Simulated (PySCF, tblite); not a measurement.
# C₃H₄FN₃: dynamics, then NMR shifts and electronic excitations on frames

Aim: move C₃H₄FN₃ (`FCc1nc[nH]n1`) away from its starting geometry and see how NMR shifts and electronic excitations follow the geometry.

The runs use tblite 0.8.0 and PySCF 2.14.0, with density-fitted response routines of our own; the level of theory stands in each step. All values are computed, except where a source is named. Atoms count from 0, in the outputs and in this text.

### 1 The molecule as given

11 atoms, charge 0, multiplicity 1; geometry from: GFN2-xTB.

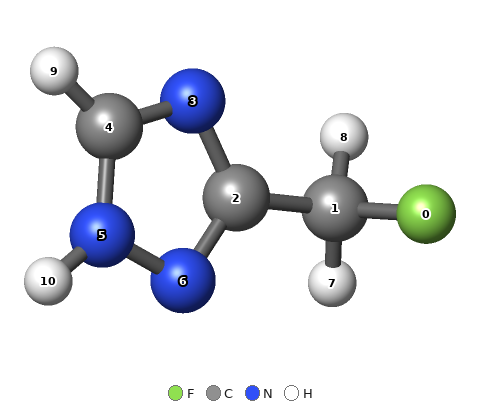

As it starts; fluorine green, carbon grey, nitrogen blue, hydrogen white, atoms numbered.

### 2 A short Langevin run with GFN2-xTB

Job settings and geometry (Å):

```
{"job": {"kind": "md", "xc": "GFN2-xTB", "basis": "xTB", "temperature": 300, "steps": 2000, "every": 50, "frames": 5}, "charge": 0, "multiplicity": 1}
F     -2.402704     0.637398     0.887428
C     -1.828242    -0.166964    -0.070432
C     -0.346018    -0.041535    -0.044027
N      0.451760    -0.865941     0.676337
C      1.657209    -0.420304     0.440926
N      1.597102     0.633976    -0.395777
N      0.322682     0.876761    -0.708716
H     -2.223547     0.160484    -1.036298
H     -2.120896    -1.195260     0.159495
H      2.563913    -0.823188     0.841325
H      2.334165     1.207242    -0.776224
```

Method: GFN2-xTB Langevin dynamics, gas phase.

Run with:

```
OMP_NUM_THREADS=1 python probes_run.py task.json out
```

This one command runs all jobs of the session in turn.

The program printed:

```text
t/fs     T/K      E/eV
    0.0   263.2   -597.31707
   25.0   240.1   -597.17403
   50.0   240.6   -597.10256
   75.0   177.5   -597.10328
  100.0   159.4   -597.07948
  125.0   103.3   -597.02394
  150.0   256.2   -597.05138
  175.0   240.7   -597.06005
  200.0   274.8   -597.08156
  225.0   271.5   -597.07714
  250.0   203.1   -596.95982
  275.0   228.5   -596.94003
  300.0   334.9   -597.07161
  325.0   237.4   -596.82857
  350.0   360.7   -596.99249
  375.0   392.7   -596.96294
  400.0   357.0   -597.06429
  425.0   309.8   -597.03556
  450.0   242.2   -597.04411
  475.0   337.8   -597.06155
  500.0   258.9   -596.88964
  525.0   325.8   -596.87845
  550.0   346.2   -596.97381
  575.0   332.3   -596.92525
  600.0   317.6   -597.10543
  625.0   364.8   -596.99848
  650.0   277.6   -596.81667
  675.0   329.1   -596.93188
  700.0   328.7   -596.99154
  725.0   389.7   -597.06210
  750.0   342.2   -597.02653
  775.0   325.3   -596.95589
  800.0   315.8   -597.08899
  825.0   250.1   -597.11123
  850.0   288.5   -597.10878
  875.0   251.5   -597.07538
  900.0   185.5   -597.09413
  925.0   231.7   -597.07530
  950.0   123.6   -597.03463
  975.0   226.3   -597.04605
 1000.0   262.6   -597.08101
```

Run time: 7.5 s. Hardware: 1 thread of Arm Neoverse V1, shared host; peak memory 0.18 GiB.

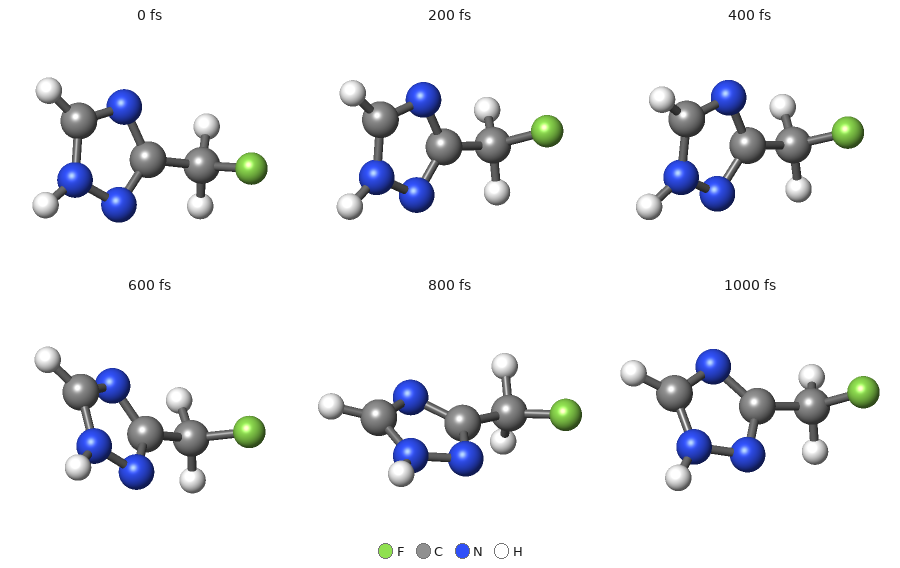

Frames of the run.

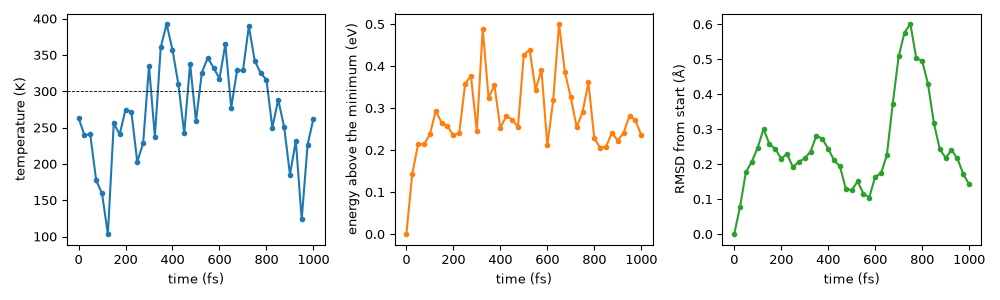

Temperature, potential energy and distance from the start.

Positions (Å) and forces (eV/Å) at 1000 fs:

```xyz
11

F    -2.530   -0.370    1.137    0.386    0.249   -0.227
C    -1.908   -0.812   -0.015    0.517    0.687    0.057
C    -0.409   -0.569   -0.054   -0.547    0.556   -0.103
N     0.621   -1.423    0.116    0.626    0.619   -0.335
C     1.685   -0.691   -0.204   -0.030   -0.851    0.433
N     1.319    0.554   -0.553   -1.612   -1.645    0.923
N    -0.017    0.639   -0.434    0.137   -0.111   -0.318
H    -2.307   -0.255   -0.874   -0.166    0.195    0.275
H    -2.232   -1.822   -0.098    0.258   -1.163   -0.130
H     2.711   -1.051   -0.139   -0.576    0.217   -0.146
H     1.811    1.346   -0.829    1.007    1.248   -0.429
```

### 3 Shielding tensors: 250 fs, PBE0/pcSseg-1

Job settings and geometry (Å):

```
{"job": {"kind": "nmr", "xc": "PBE0", "basis": "pcSseg-1", "pop": false}, "charge": 0, "multiplicity": 1}
F     -2.700200    -0.620600     0.927600
C     -1.938400    -0.905600    -0.128500
C     -0.560000    -0.396300     0.080500
N      0.349600    -0.985000     0.978300
C      1.479600    -0.361800     0.644000
N      1.279900     0.550600    -0.307900
N     -0.026500     0.490100    -0.676900
H     -2.347500    -0.482400    -1.041700
H     -1.846900    -1.980300    -0.076900
H      2.453000    -0.523900     1.117300
H      1.840600     1.274800    -0.846500
```

Method: GIAO PBE0/pcSseg-1 NMR shielding, non-relativistic, gas phase.

The program printed:

```text
coarse grid: 10016 points
cycle   1  E = -380.2269890360  dE =  1.374e+00  |g| = 5.745e-01  |ddm| = 3.099e+00
cycle   2  E = -380.1318659797  dE =  9.512e-02  |g| = 9.208e-01  |ddm| = 1.104e+00
cycle   3  E = -380.2904201067  dE = -1.586e-01  |g| = 1.339e-01  |ddm| = 6.788e-01
cycle   4  E = -380.2929124631  dE = -2.492e-03  |g| = 7.312e-02  |ddm| = 1.235e-01
cycle   5  E = -380.2939731375  dE = -1.061e-03  |g| = 1.299e-02  |ddm| = 5.630e-02
cycle   6  E = -380.2940009967  dE = -2.786e-05  |g| = 7.074e-03  |ddm| = 1.349e-02
cycle   7  E = -380.2940111072  dE = -1.011e-05  |g| = 1.002e-03  |ddm| = 5.557e-03
cycle   8  E = -380.2940113064  dE = -1.993e-07  |g| = 3.339e-04  |ddm| = 1.014e-03
final grid: 99696 points
cycle   9  E = -380.3365701960  dE = -3.545e-05  |g| = 6.366e-03  |ddm| = 2.267e-02
cycle  10  E = -380.3365685871  dE =  1.609e-06  |g| = 7.317e-03  |ddm| = 1.070e-02
cycle  11  E = -380.3365791699  dE = -1.058e-05  |g| = 1.256e-03  |ddm| = 5.408e-03
cycle  12  E = -380.3365794754  dE = -3.055e-07  |g| = 3.508e-04  |ddm| = 1.132e-03
cycle  13  E = -380.3365794972  dE = -2.179e-08  |g| = 1.650e-04  |ddm| = 3.303e-04
cycle  14  E = -380.3365795021  dE = -4.928e-09  |g| = 3.633e-05  |ddm| = 1.200e-04
cycle  15  E = -380.3365795023  dE = -2.035e-10  |g| = 1.982e-05  |ddm| = 3.579e-05
converged SCF energy = -380.3365795023

GIAO shielding tensors (ppm)
atom      isotropic    diamagn.    paramagn.     s11        s22        s33       span
  0 F      428.038     467.746     -39.708    386.847    417.307    479.960     93.113
  1 C      109.685     237.234    -127.548     83.818     92.209    153.028     69.210
  2 C       19.565     257.825    -238.260    -59.753     11.198    107.250    167.003
  3 N      -41.652     329.068    -370.720   -216.320   -110.382    201.747    418.067
  4 C       37.642     251.369    -213.728    -39.922     33.968    118.880    158.801
  5 N       44.049     329.165    -285.116    -59.487     78.724    112.912    172.399
  6 N      -62.561     327.988    -390.549   -274.263    -75.855    162.435    436.698
  7 H       26.203      26.971      -0.767     21.852     26.685     30.074      8.222
  8 H       25.803      27.036      -1.233     22.554     25.799     29.055      6.501
  9 H       23.301      28.377      -5.076     20.585     23.853     25.465      4.880
 10 H       20.441      29.883      -9.442     15.145     21.158     25.021      9.876
```

It took 10 s on 1 thread of Arm Neoverse V1, shared host; peak memory 0.65 GiB.

Shifts follow as δ = σ(reference) − σ, with reference shieldings (ppm) from runs at the same level and on the same kind of geometry: 1H TMS 31.72, 13C TMS 186.9, 19F CFCl3 170.9, 15N NH3 267.7. The references are single molecules in the gas phase, so shifts against H2O, NH3, PH3, H3PO4 or CFCl3 are not on the usual liquid scales and can be off by tens of ppm. Each atom is listed at this fixed geometry, with no averaging over motion; a spectrum would average atoms that exchange fast.

| atoms | environment | σ (ppm) | δ (ppm) |
| --- | --- | --- | --- |
| C2 | substituted aromatic carbon next to a ring nitrogen | 19.6 | 167.4 |
| C4 | aromatic CH between two ring heteroatoms | 37.6 | 149.3 |
| C1 | sp3 CH2 bonded to F, on an aromatic ring | 109.7 | 77.2 |
| H10 | hydrogen on a pyrrole-type ring nitrogen | 20.44 | 11.28 |
| H9 | hydrogen on an aromatic CH between two ring heteroatoms | 23.30 | 8.42 |
| H8 | hydrogen on an sp3 CH2 bonded to F, on an aromatic ring | 25.80 | 5.91 |
| H7 | hydrogen on an sp3 CH2 bonded to F, on an aromatic ring | 26.20 | 5.51 |
| F0 | fluorine on an sp3 carbon | 428.0 | -257.1 |
| N6 | pyridine-type nitrogen of an azole | -62.6 | 330.3 |
| N3 | pyridine-type nitrogen of an azole | -41.7 | 309.4 |
| N5 | pyrrole-type ring nitrogen | 44.0 | 223.7 |

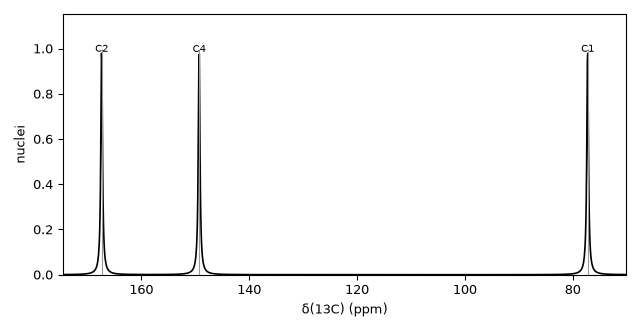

13C lines at the computed shifts, without couplings. Lines are broadened to a width of 0.36 ppm (Lorentzian).

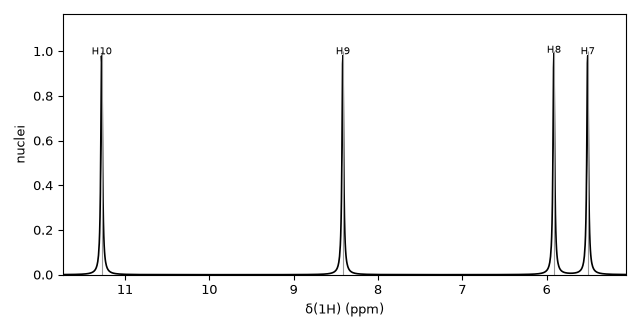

1H lines at the computed shifts, without couplings. Lines are broadened to a width of 0.02 ppm (Lorentzian).

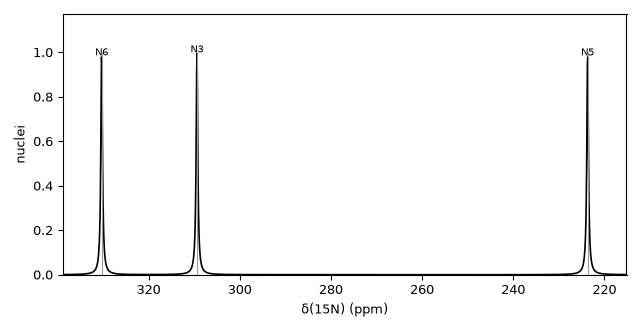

15N lines at the computed shifts, without couplings. Lines are broadened to a width of 0.43 ppm (Lorentzian).

Ring of atoms C2, N3, C4, N5, N6: NICS(0) -13.3, NICS(1) -11.8, NICS(1)zz -31.1 ppm (means of both faces).

### 4 Ultraviolet spectrum: 250 fs, PBE0/def2-SVPD

Same as in step 3 but for these lines:

```diff
@@ -1,2 +1,2 @@
-{"job": {"kind": "nmr", "xc": "PBE0", "basis": "pcSseg-1", "pop": false}, "charge": 0, "multiplicity": 1}
+{"job": {"kind": "uv", "xc": "PBE0", "basis": "def2-SVPD", "nstates": 5, "ntriplets": 0}, "charge": 0, "multiplicity": 1}
 F     -2.700200    -0.620600     0.927600
```

Method: TDDFT PBE0/def2-SVPD, vertical, gas phase, core orbitals frozen in the response.

The program printed:

```text
coarse grid: 10016 points
cycle   1  E = -380.0161847076  dE =  1.311e+00  |g| = 5.358e-01  |ddm| = 4.895e+00
cycle   2  E = -379.9165353541  dE =  9.965e-02  |g| = 8.930e-01  |ddm| = 2.103e+00
cycle   3  E = -380.0764807427  dE = -1.599e-01  |g| = 1.186e-01  |ddm| = 1.415e+00
cycle   4  E = -380.0783715014  dE = -1.891e-03  |g| = 7.071e-02  |ddm| = 2.261e-01
cycle   5  E = -380.0794085704  dE = -1.037e-03  |g| = 1.139e-02  |ddm| = 1.058e-01
cycle   6  E = -380.0794285659  dE = -2.000e-05  |g| = 6.888e-03  |ddm| = 2.298e-02
cycle   7  E = -380.0794389388  dE = -1.037e-05  |g| = 7.674e-04  |ddm| = 9.972e-03
cycle   8  E = -380.0794390545  dE = -1.157e-07  |g| = 3.107e-04  |ddm| = 1.540e-03
final grid: 99696 points
cycle   9  E = -380.1216683687  dE = -2.965e-05  |g| = 6.172e-03  |ddm| = 5.715e-02
cycle  10  E = -380.1216659748  dE =  2.394e-06  |g| = 7.334e-03  |ddm| = 2.248e-02
cycle  11  E = -380.1216771490  dE = -1.117e-05  |g| = 1.194e-03  |ddm| = 1.141e-02
cycle  12  E = -380.1216774469  dE = -2.979e-07  |g| = 2.922e-04  |ddm| = 1.716e-03
cycle  13  E = -380.1216774616  dE = -1.473e-08  |g| = 1.439e-04  |ddm| = 6.115e-04
cycle  14  E = -380.1216774656  dE = -3.991e-09  |g| = 3.558e-05  |ddm| = 2.461e-04
cycle  15  E = -380.1216774658  dE = -1.979e-10  |g| = 2.022e-05  |ddm| = 7.391e-05
converged SCF energy = -380.1216774658

Static polarisability (au): isotropic 54.489, principal 37.976 55.838 69.652

Singlet excitations
state   eV       nm        f      main configurations
  1   6.3019    196.7   0.00461   H->L 0.99
  2   6.8898    180.0   0.00110   H->L+1 0.93
  3   7.1737    172.8   0.00907   H-2->L 0.43, H-1->L+1 0.27, H-1->L 0.21
  4   7.4614    166.2   0.01935   H-1->L+2 0.68, H-1->L 0.16
  5   7.5033    165.2   0.04416   H-1->L 0.29, H-1->L+2 0.27, H->L+2 0.19
```

Wall time 17 s (1 thread of Arm Neoverse V1, shared host); peak memory 0.73 GiB.

Frontier orbitals and where they lie:

| orbital | eV | atoms |
| --- | --- | --- |
| HOMO−3 | -9.55 | F0 24 %, N6 22 %, N3 14 % |
| HOMO−2 | -8.67 | N3 42 %, N5 21 %, C4 13 % |
| HOMO−1 | -8.35 | N6 31 %, C2 22 %, C4 17 % |
| HOMO | -8.28 | N3 49 %, N6 30 %, C2 7 % |
| LUMO | -0.14 | C4 26 %, N5 21 %, N6 20 % |
| LUMO+1 | 0.41 | N3 22 %, C2 18 %, C1 14 % |
| LUMO+2 | 0.44 | H10 46 %, C4 19 %, N5 18 % |

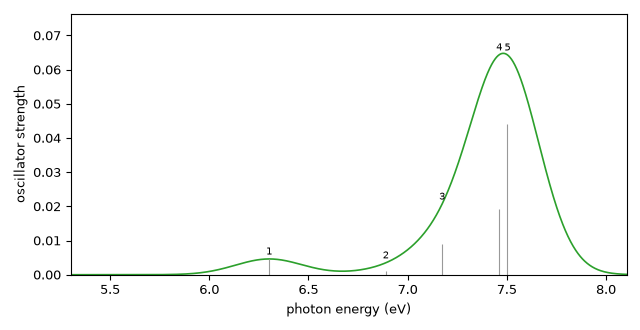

Absorption spectrum from the 5 singlet states computed; above the last one it falls off for lack of states. Lines are broadened to a width of 0.40 eV (Gaussian).

Further results of this job:

| property | computed |
| --- | --- |
| dipole moment (D) | 4.19 |
| polarisability (Å³) | 8.07 |
| HOMO–LUMO gap (eV) | 8.13 |
| −ε(HOMO) (eV) | 8.28 |

### 5 Shielding tensors: 425 fs, PBE0/pcSseg-1

Job settings and geometry (Å):

```
{"job": {"kind": "nmr", "xc": "PBE0", "basis": "pcSseg-1", "pop": false}, "charge": 0, "multiplicity": 1}
F     -2.503500    -0.829500     1.074300
C     -1.722300    -1.202000     0.031800
C     -0.279700    -0.865600     0.271300
N      0.548200    -1.353800     1.201900
C      1.672800    -0.747900     0.936900
N      1.485900     0.096100    -0.108200
N      0.248700     0.053200    -0.467500
H     -2.142300    -0.678300    -0.833300
H     -1.772900    -2.321500     0.017600
H      2.601800    -1.059400     1.397200
H      2.089400     0.766400    -0.601500
```

Method: GIAO PBE0/pcSseg-1 NMR shielding, non-relativistic, gas phase.

The program printed:

```text
coarse grid: 10016 points
cycle   1  E = -380.2280651071  dE =  1.544e+00  |g| = 5.834e-01  |ddm| = 3.120e+00
cycle   2  E = -380.1451593910  dE =  8.291e-02  |g| = 9.062e-01  |ddm| = 1.145e+00
cycle   3  E = -380.2940728670  dE = -1.489e-01  |g| = 1.029e-01  |ddm| = 6.761e-01
cycle   4  E = -380.2952522451  dE = -1.179e-03  |g| = 6.727e-02  |ddm| = 1.045e-01
cycle   5  E = -380.2961603391  dE = -9.081e-04  |g| = 1.134e-02  |ddm| = 5.292e-02
cycle   6  E = -380.2961822250  dE = -2.189e-05  |g| = 5.918e-03  |ddm| = 1.215e-02
cycle   7  E = -380.2961895149  dE = -7.290e-06  |g| = 1.074e-03  |ddm| = 5.030e-03
final grid: 99696 points
cycle   8  E = -380.3389173178  dE = -3.365e-05  |g| = 5.984e-03  |ddm| = 2.395e-02
cycle   9  E = -380.3389153956  dE =  1.922e-06  |g| = 7.095e-03  |ddm| = 1.002e-02
cycle  10  E = -380.3389251226  dE = -9.727e-06  |g| = 8.541e-04  |ddm| = 4.854e-03
cycle  11  E = -380.3389252608  dE = -1.382e-07  |g| = 2.362e-04  |ddm| = 8.086e-04
cycle  12  E = -380.3389252687  dE = -7.848e-09  |g| = 1.309e-04  |ddm| = 2.228e-04
cycle  13  E = -380.3389252720  dE = -3.392e-09  |g| = 3.297e-05  |ddm| = 1.107e-04
cycle  14  E = -380.3389252723  dE = -2.219e-10  |g| = 9.287e-06  |ddm| = 2.640e-05
converged SCF energy = -380.3389252723

GIAO shielding tensors (ppm)
atom      isotropic    diamagn.    paramagn.     s11        s22        s33       span
  0 F      415.851     468.457     -52.607    383.722    398.880    464.950     81.228
  1 C      102.830     234.736    -131.907     76.656     85.883    145.950     69.294
  2 C       27.707     260.026    -232.320    -41.592     19.494    105.218    146.810
  3 N      -20.542     331.204    -351.746   -210.623   -102.758    251.756    462.379
  4 C       41.585     251.865    -210.280    -27.635     38.522    113.869    141.503
  5 N       48.927     327.435    -278.507    -60.809     76.856    130.735    191.544
  6 N      -47.477     328.295    -375.772   -271.835    -68.461    197.865    469.700
  7 H       25.568      27.002      -1.435     21.247     25.670     29.786      8.539
  8 H       25.295      25.138       0.156     22.225     25.349     28.310      6.085
  9 H       23.357      28.500      -5.143     20.234     24.296     25.542      5.309
 10 H       21.342      31.167      -9.825     16.006     22.148     25.871      9.865
```

Run time: 9.8 s. Hardware: 1 thread of Arm Neoverse V1, shared host; peak memory 0.68 GiB.

Key values: δ C2 159.2, C4 145.3, C1 84.1, F0 -244.9, H10 10.38, H9 8.36 ppm.

### 6 Ultraviolet spectrum: 425 fs, PBE0/def2-SVPD

Same as in step 5 but for these lines:

```diff
@@ -1,2 +1,2 @@
-{"job": {"kind": "nmr", "xc": "PBE0", "basis": "pcSseg-1", "pop": false}, "charge": 0, "multiplicity": 1}
+{"job": {"kind": "uv", "xc": "PBE0", "basis": "def2-SVPD", "nstates": 5, "ntriplets": 0}, "charge": 0, "multiplicity": 1}
 F     -2.503500    -0.829500     1.074300
```

With the program's defaults for keys left out, this is: TDDFT PBE0/def2-SVPD, vertical, gas phase, core orbitals frozen in the response.

The program printed:

```text
coarse grid: 10016 points
cycle   1  E = -380.0178918050  dE =  1.480e+00  |g| = 5.437e-01  |ddm| = 5.030e+00
cycle   2  E = -379.9301594376  dE =  8.773e-02  |g| = 8.769e-01  |ddm| = 2.164e+00
cycle   3  E = -380.0802040262  dE = -1.500e-01  |g| = 9.119e-02  |ddm| = 1.412e+00
cycle   4  E = -380.0810687402  dE = -8.647e-04  |g| = 6.396e-02  |ddm| = 1.955e-01
cycle   5  E = -380.0819297084  dE = -8.610e-04  |g| = 1.019e-02  |ddm| = 9.896e-02
cycle   6  E = -380.0819469344  dE = -1.723e-05  |g| = 5.564e-03  |ddm| = 2.065e-02
cycle   7  E = -380.0819540275  dE = -7.093e-06  |g| = 8.304e-04  |ddm| = 8.573e-03
final grid: 99696 points
cycle   8  E = -380.1242595719  dE = -2.779e-05  |g| = 6.026e-03  |ddm| = 6.121e-02
cycle   9  E = -380.1242566190  dE =  2.953e-06  |g| = 7.423e-03  |ddm| = 2.309e-02
cycle  10  E = -380.1242677663  dE = -1.115e-05  |g| = 9.046e-04  |ddm| = 1.191e-02
cycle  11  E = -380.1242679361  dE = -1.698e-07  |g| = 2.413e-04  |ddm| = 1.236e-03
cycle  12  E = -380.1242679446  dE = -8.563e-09  |g| = 1.355e-04  |ddm| = 5.224e-04
cycle  13  E = -380.1242679485  dE = -3.891e-09  |g| = 3.063e-05  |ddm| = 2.528e-04
cycle  14  E = -380.1242679487  dE = -1.874e-10  |g| = 1.105e-05  |ddm| = 5.660e-05
converged SCF energy = -380.1242679487

Static polarisability (au): isotropic 53.933, principal 38.356 54.995 68.449

Singlet excitations
state   eV       nm        f      main configurations
  1   6.4144    193.3   0.00559   H-1->L 0.95
  2   7.1380    173.7   0.06853   H->L 0.62, H->L+2 0.16
  3   7.2179    171.8   0.00893   H-1->L+2 0.62, H-1->L+1 0.18
  4   7.3231    169.3   0.00543   H->L+1 0.86, H->L+2 0.09
  5   7.5992    163.2   0.06198   H->L+2 0.48, H->L 0.18, H-2->L 0.18
```

Run time: 16 s. Hardware: 1 thread of Arm Neoverse V1, shared host; peak memory 0.73 GiB.

This run: HOMO -8.06 eV, LUMO -0.13 eV; lowest singlet 6.41 eV.

### 7 Nuclear shieldings: 625 fs, PBE0/pcSseg-1

Job settings and geometry (Å):

```
{"job": {"kind": "nmr", "xc": "PBE0", "basis": "pcSseg-1", "pop": false}, "charge": 0, "multiplicity": 1}
F     -2.252800    -0.782400     1.066800
C     -1.403200    -1.245600     0.122100
C      0.018900    -0.993400     0.470300
N      0.948300    -1.895300     0.677800
C      2.091900    -1.238400     0.784900
N      1.842600     0.071900     0.598000
N      0.527300     0.203400     0.400000
H     -1.737500    -0.645100    -0.783600
H     -1.455300    -2.312700    -0.017200
H      3.041800    -1.762600     0.851900
H      2.430500     0.836200     0.702000
```

Level: GIAO PBE0/pcSseg-1 NMR shielding, non-relativistic, gas phase.

The program printed:

```text
coarse grid: 10016 points
cycle   1  E = -380.2235123098  dE =  1.514e+00  |g| = 5.838e-01  |ddm| = 3.121e+00
cycle   2  E = -380.1375511492  dE =  8.596e-02  |g| = 9.086e-01  |ddm| = 1.107e+00
cycle   3  E = -380.2898573925  dE = -1.523e-01  |g| = 1.039e-01  |ddm| = 6.556e-01
cycle   4  E = -380.2911325749  dE = -1.275e-03  |g| = 6.504e-02  |ddm| = 1.018e-01
cycle   5  E = -380.2919660992  dE = -8.335e-04  |g| = 9.471e-03  |ddm| = 5.017e-02
cycle   6  E = -380.2919780224  dE = -1.192e-05  |g| = 6.033e-03  |ddm| = 1.069e-02
cycle   7  E = -380.2919859611  dE = -7.939e-06  |g| = 1.035e-03  |ddm| = 5.009e-03
final grid: 99696 points
cycle   8  E = -380.3349733476  dE = -3.430e-05  |g| = 6.315e-03  |ddm| = 2.366e-02
cycle   9  E = -380.3349708210  dE =  2.527e-06  |g| = 7.612e-03  |ddm| = 1.038e-02
cycle  10  E = -380.3349817475  dE = -1.093e-05  |g| = 9.340e-04  |ddm| = 5.190e-03
cycle  11  E = -380.3349819113  dE = -1.639e-07  |g| = 2.058e-04  |ddm| = 8.111e-04
cycle  12  E = -380.3349819168  dE = -5.461e-09  |g| = 1.220e-04  |ddm| = 1.956e-04
cycle  13  E = -380.3349819197  dE = -2.936e-09  |g| = 2.580e-05  |ddm| = 1.004e-04
cycle  14  E = -380.3349819198  dE = -1.276e-10  |g| = 1.130e-05  |ddm| = 2.407e-05
converged SCF energy = -380.3349819198

GIAO shielding tensors (ppm)
atom      isotropic    diamagn.    paramagn.     s11        s22        s33       span
  0 F      417.935     470.129     -52.194    380.111    401.415    472.280     92.169
  1 C      105.165     237.186    -132.021     77.129     88.659    149.707     72.578
  2 C       28.389     258.564    -230.175    -52.633     24.081    113.720    166.353
  3 N      -30.735     331.502    -362.238   -221.199    -94.085    223.079    444.277
  4 C       39.642     253.351    -213.709    -30.020     32.294    116.652    146.672
  5 N       40.949     326.820    -285.871    -89.482     74.692    137.637    227.119
  6 N      -79.829     328.404    -408.233   -332.420    -72.033    164.966    497.386
  7 H       24.787      27.118      -2.331     21.347     24.278     28.736      7.389
  8 H       26.176      26.798      -0.622     21.980     26.898     29.651      7.671
  9 H       23.200      27.964      -4.763     20.282     23.842     25.477      5.195
 10 H       22.065      33.762     -11.697     17.950     23.096     25.149      7.200
```

It took 9.9 s on 1 thread of Arm Neoverse V1, shared host; peak memory 0.68 GiB.

This run: δ C2 158.5, C4 147.3, C1 81.8, F0 -247.0, H10 9.65, H9 8.52 ppm.

[end of part 1 of 2]
